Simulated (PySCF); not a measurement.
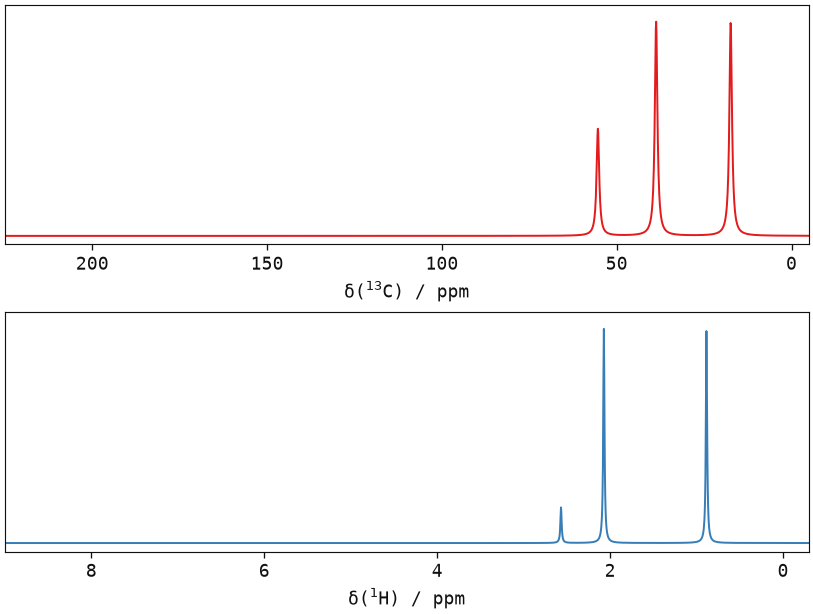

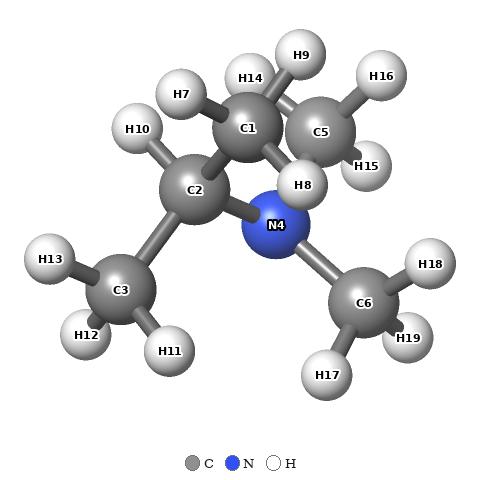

Spectrum and numbered structure of C₅H₁₃N, SMILES CC(C)N(C)C. GIAO shifts, PBE0/cc-pVDZ in PySCF 2.14.0, at a PBE0-D3(BJ)/def2-SVP geometry (no frequency check), against TMS for ¹³C and TMS for ¹H computed at the same level. Gas phase, fully decoupled, line heights follow the number of nuclei, widths are arbitrary (no quadrupolar broadening); values of one conformer, averaged over nuclei that symmetry, rotation about single bonds or inversion at nitrogen exchange, these motions taken as fast; other conformers aren't averaged in.

**Assign the ¹³C signals to the numbered atoms.**

| δ (ppm) | nuclei | atoms |
| --- | --- | --- |
| 55.4 | 1 | C2 |
| 38.7 | 2 | C5, C6 |
| 17.4 | 2 | C1, C3 |

**Which atoms give which ¹H line?**

```csv
δ (ppm),nuclei,atoms
2.57,1,H10
2.07,6,"H14, H15, H16, H17, H18, H19"
0.89,6,"H7, H8, H9, H11, H12, H13"
```
